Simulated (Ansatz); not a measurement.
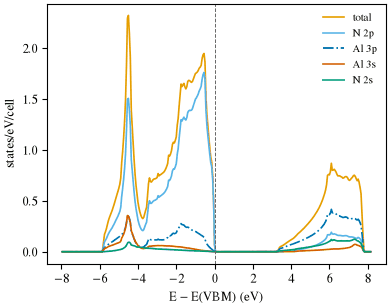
Fig. 1. Total and projected density of states of AlN (zinc blende, F-43m), PBEsol (plane waves, PAW; program Ansatz)

### Question
Which orbitals carry the states next to the gap?

### Answer
Top 1 eV of the valence band: N 2p 90 %, Al 3p 8 %. Bottom 1 eV of the conduction band: Al 3p 61 %, N 2s 17 %, N 2p 7 %, outside the projected shells 14 %. Projections are on Löwdin-orthogonalised atomic valence shells; empty p or d shells of many metals are not among them.

### Question
Where is the tallest occupied peak in this window, and what makes it?

### Answer
Near -4.5 eV, about 2.3 states/eV per cell; the largest projected share is N 2p.

The PBEsol relaxation kept the symmetry of its start.

Potentials: the later of the program's two PAW sets.
